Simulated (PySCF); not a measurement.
CH₄Cl₃N₂Si₂ (SMILES ClC(Cl)(Cl)[SiH]1N[SiH]N1) (doublet)

The calculation's input:

```
{"job": {"kind": "epr", "basis": "pcH-1"}, "charge": 0, "multiplicity": 2}
Cl    -2.435057    -0.454004    -1.709703
C     -1.708324     0.081468    -0.179476
Cl    -2.720984     1.378336     0.490675
Cl    -1.707480    -1.274970     0.949440
Si     0.073971     0.756462    -0.510202
N      1.189524    -0.525662    -0.818063
Si     2.166533    -0.289209     0.631612
N      0.958577     0.954942     0.959633
H     -0.071163     1.857515    -1.445528
H      1.317421    -1.101076    -1.629076
H      2.051147    -1.417965     1.557129
H      0.887033     1.651291     1.677534
```

Run with:

```sh
OMP_NUM_THREADS=1 python probes_run.py task.json out
```

Geometry: GFN2-xTB.

The calculation used PySCF 2.14.0, density-fitted response routines, UKS B3LYP, pcH-1 on C Cl H N Si, non-relativistic, mean-field spin-orbit, GIAO.

What will maps of the electron density, electron localisation function and spin density show?

Answer. Si–N (1.73 Å): ρ is about 1.1 e/Å³ halfway; the ELF peaks at about 0.90 between the atoms (a polar covalent bond).
N–H (1.00 Å): ρ at the midpoint is about 2.8 e/Å³; the ELF climbs to about 1 towards the hydrogen, as it does in any bond to H.
The unpaired spin (1 electron) lies mostly on Si7 (about 0.7) and H11 (about 0.1), in electrons by Hirshfeld's partition.

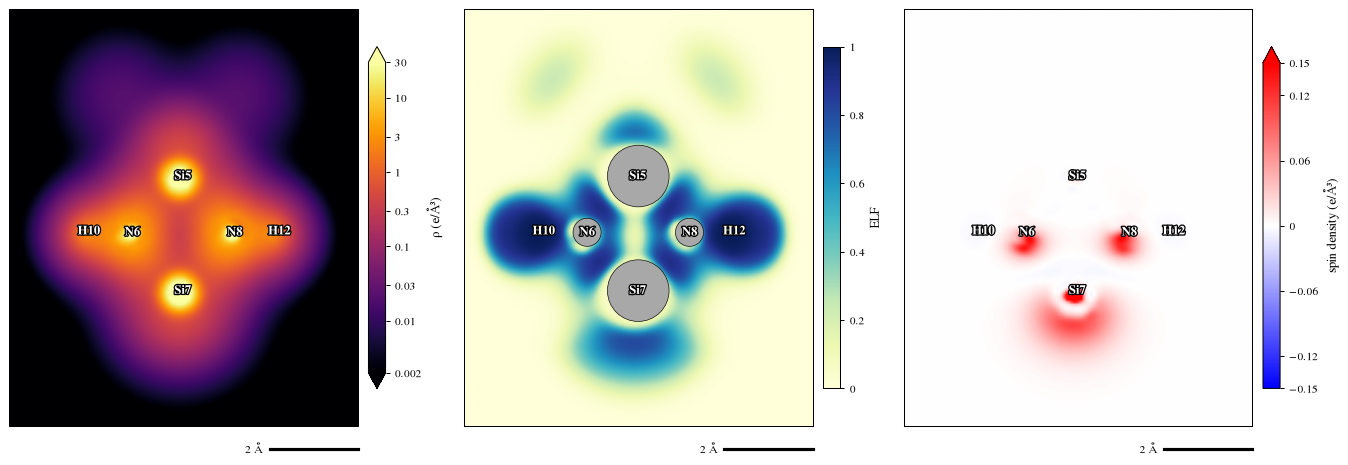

Computed electron density, electron localisation function and spin density on the plane of atoms N6, Si5 and N8, in this order. Grey discs cover the atomic cores in the ELF map. 
